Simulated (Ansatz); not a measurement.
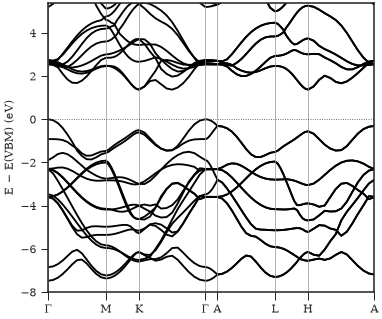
Figure: Band structure from the program Ansatz at the r²SCAN level (PAW)

Q: Read off the gap and where the band edges lie.

A: About 1.4 eV (1.37 eV by a search for the band edges); maximum at Γ, minimum on the K–Γ line, 48 % of the way from K.

The material is WS$_{2}$ in space group P6_3/mmc (No. 194; W on 2c, S on 4f).

Symmetry was held in the r²SCAN relaxation. No spin polarisation was allowed. A crystal of weakly bound layers computed without a dispersion correction: the cell and the soft elastic constants depend strongly on that. Scalar-relativistic: spin–orbit coupling is off unless named, which matters more the heavier the elements.

Potentials: the earlier of the program's two PAW sets.
